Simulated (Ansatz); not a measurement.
# Al2Br2Cl2H2: what the fields show

The calculation's input:

```
crystal:
  periodic: [false, false, false]
  atoms:
    - {symbol: Al, position_ang: [1.639426, -0.044703, -0.428726]}
    - {symbol: Al, position_ang: [-1.557980, 0.044623, 0.666498]}
    - {symbol: Br, position_ang: [0.022455, -1.774501, 0.210282]}
    - {symbol: Br, position_ang: [0.111676, 1.774362, 0.181311]}
    - {symbol: Cl, position_ang: [1.840172, -0.066823, -2.517725]}
    - {symbol: Cl, position_ang: [-2.997355, 0.068324, -0.860700]}
    - {symbol: H, position_ang: [2.857390, -0.067318, 0.557030]}
    - {symbol: H, position_ang: [-1.915774, 0.066046, 2.192010]}
basis:
  gaussian:
    orbitals: def2-SVPD
magnetization:
  spin_polarized: false
  initial_magnetization: 0
hamiltonian:
  xc: pbe0
output: {forces: true, orbitals: {seedname: orbitals}}
```

Command:

```sh
ansatz run input.yaml --threads 2 --pin off --max-ram 6090MiB --events-out events.jsonl --progress --plain --runs-dir runs
```

Geometry: PBE0-D4/def2-SVP.

All numbers below come from isolated molecule in a Gaussian basis; Kohn-Sham density functional theory, functional PBE0 (Ansatz).

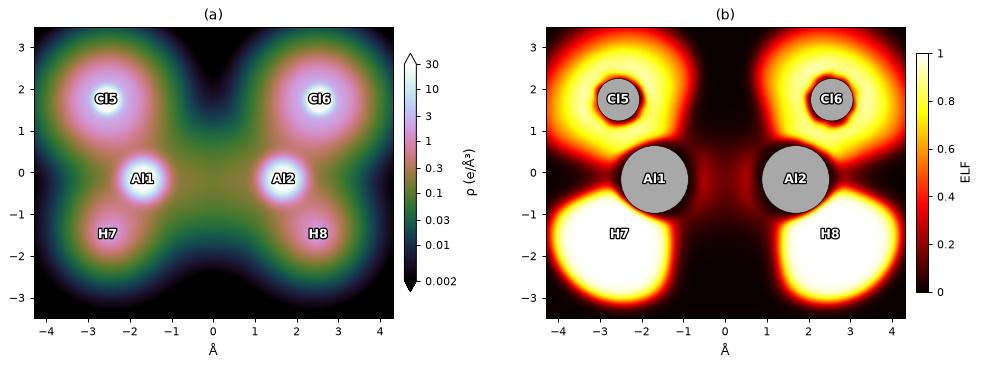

Figure 1. (a) total electron density; (b) electron localisation function on the plane of atoms Cl5, Al1 and H7. Grey discs cover the atomic cores in the ELF map.

Question: Interpret the plot.

Answer:
- Atoms in the plane: Al, Cl and H.
- Al–Cl (2.10 Å): ρ at the midpoint is about 0.7 e/Å³; the ELF peaks at about 0.90 in the valence shell of Cl, 0.9 Å from its nucleus, and is about 0.80 at the midpoint.
- Al–H (1.57 Å): ρ is about 0.56 e/Å³ halfway; the ELF climbs to about 1 towards the hydrogen.
- The ELF also peaks beside Cl5 and Cl6, away from the bonds: lone-pair regions.

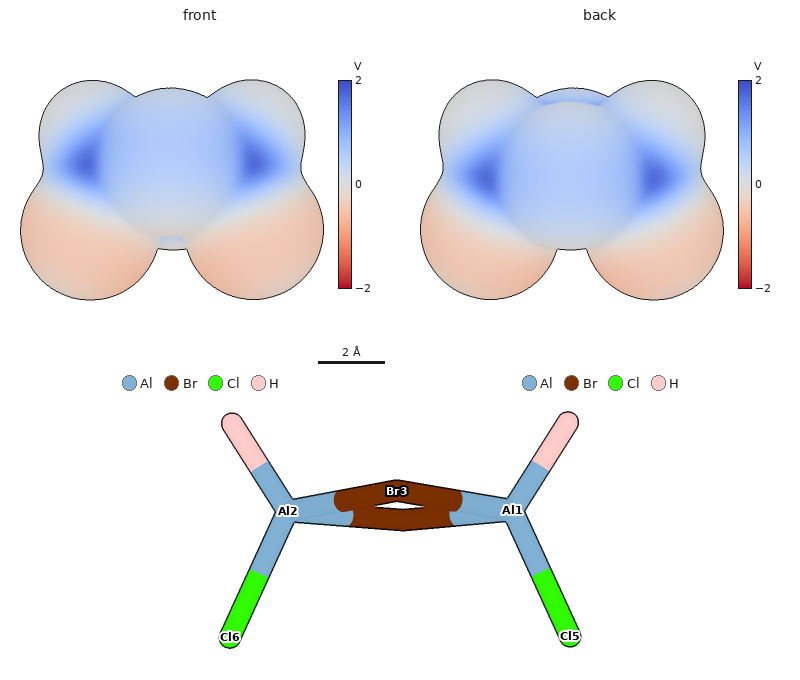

Figure 2. The electrostatic potential painted on the density surface at 0.001 e/bohr³, seen from the front and from behind; red is negative and blue positive. The bare structure is drawn below in the same view.

Question: Where is the surface potential most negative and most positive?

Answer: The most negative region (about −0.5 V) lies over Cl5 and Cl6, the most positive (about +1.6 V) over Al1 and Al2.

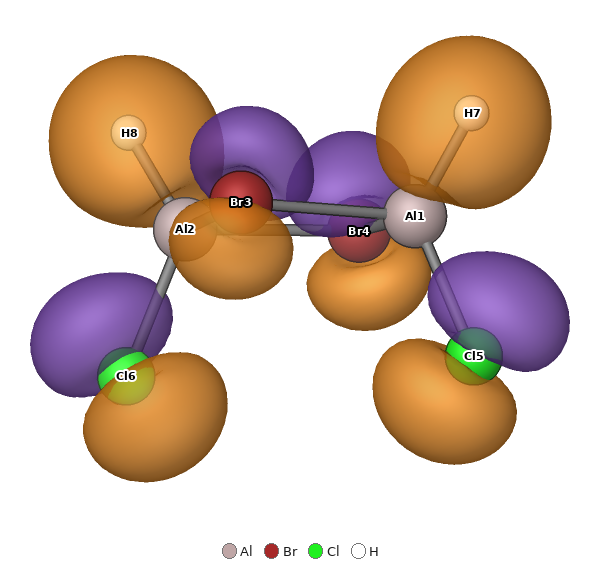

Figure 3. The HOMO−1 at ±0.08 Å⁻³ᐟ² (orange and purple are the two phases), seen at a tilt.

Question: Describe this orbital and give its energy.

Answer: By Hirshfeld shares it lies mainly on Cl5 (about 15 %), Cl6 (about 15 %), H7 (about 15 %), H8 (about 15 %), Al1 (about 10 %) and Al2 (about 10 %). Its energy is −9.28 eV.
